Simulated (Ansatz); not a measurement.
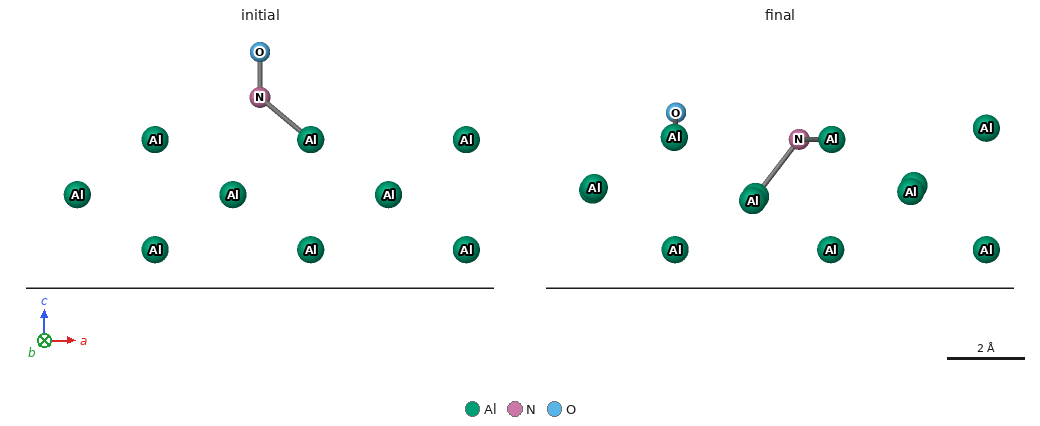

The structure of a slab of composition Al₁₈NO before (left) and after (right) a constrained relaxation, at one scale.

Style: ball-and-stick. Shown: the cell of the calculation, outlined in the plane, without the vacuum (origin shifted), along the b axis.

It is NO on Al(110), set down by a guess. The run prepares the start of a later molecular dynamics calculation, from a guessed geometry. 6 atoms are held fixed.

Level of theory: DFT PBE, scalar-relativistic, plane waves, PAW (Ansatz 0.2.0). (plane-wave cutoff 420 eV; k-point mesh 1 × 2 × 1; occupations fermi dirac; smearing width 0.15 eV; no spin polarisation; atoms relaxed in a fixed cell; force threshold 0.08 eV/Å; at most 25 steps)

Question: Summarise the run.

Answer: The relaxation stopped without meeting its thresholds, so the last structure isn't shown to be converged. It used up its limit of 25 steps. Over 24 geometry steps the energy falls by 5.754 eV per cell of the calculation. Largest force component: 2.6 eV/Å at the start, 0.39 eV/Å at the end. The atom that moves furthest is the O atom (3.16 Å at 60° to the normal (−c side)). By element the largest moves are O 3.16 Å, N 1.29 Å, Al 0.30 Å. The lattice vectors keep their values. Among the contacts that change: Al–O 4.028 → 1.749 Å, N–O 1.180 → 3.280 Å, Al–O 3.687 → 1.749 Å, Al–N 2.668 → 1.869 Å. New bonds form: Al–N (2.67 → 1.87 Å), Al–O (3.69 → 1.75 Å), Al–O (4.03 → 1.75 Å). Bonds break: N–O (1.18 → 3.28 Å). The run took 2.6 min on 1 thread of AMD EPYC 7R13 Processor (Zen 3), on a shared host, peak memory 1 GiB.

Limits of the set-up: the periodic images lie only 5.7 Å apart, so the values are limited by the cell's size.
